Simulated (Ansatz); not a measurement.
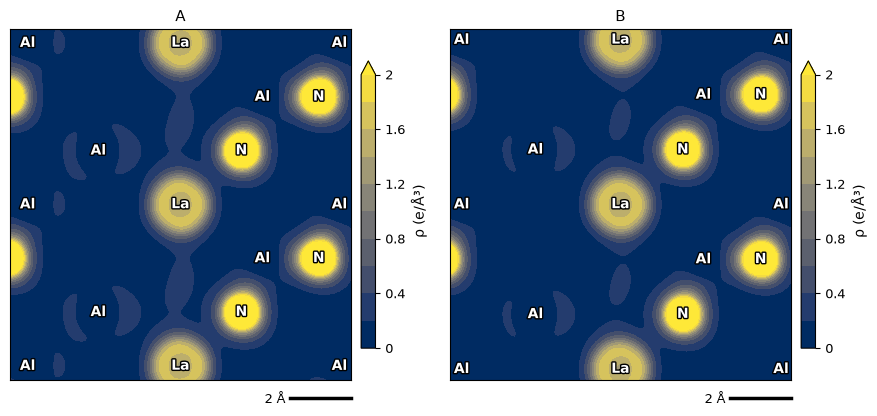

LaAl$_{3}$N$_{2}$. The valence charge density (pseudo) of two cells that differ in size, on the (110) plane of each (indices in the axes of the calculation cell), at one length scale and on one colour scale: B has 15.1 Å³ an atom and A 14.2.

Space group P3m1; a generated structure, not necessarily the stable one.

Theory: DFT PBE, scalar-relativistic, plane waves, PAW in Ansatz.

The density is the valence pseudo-density of a PAW calculation; it isn't the true density close to the nuclei.

The larger cell:

```cif
data_structure
_symmetry_space_group_name_H-M 'P 1'
_symmetry_Int_Tables_number 1
_cell_length_a 3.1447
_cell_length_b 3.1447
_cell_length_c 10.5698
_cell_angle_alpha 90.000
_cell_angle_beta 90.000
_cell_angle_gamma 120.000
_cell_volume 90.52
loop_
_atom_site_label
_atom_site_type_symbol
_atom_site_fract_x
_atom_site_fract_y
_atom_site_fract_z
_atom_site_occupancy
La1 La 0.00000 0.00000 0.97726 1
Al1 Al 0.66667 0.33333 0.23829 1
Al2 Al 0.00000 0.00000 0.48127 1
Al3 Al 0.33333 0.66667 0.71241 1
N1 N 0.66667 0.33333 0.41727 1
N2 N 0.33333 0.66667 0.17350 1
```

The smaller cell: a = 3.086 Å, b = 3.086 Å, c = 10.319 Å, α = 90.00°, β = 90.00°, γ = 120.00°.

> What changes from the larger cell to the smaller?

From the larger cell to the smaller, Al–N goes from 1.89 to 1.86 Å; La–N goes from 2.76 to 2.70 Å, and the density at its midpoint from 0.25 to 0.28 e/Å³; the pressure goes from 0.0 to 7 GPa.
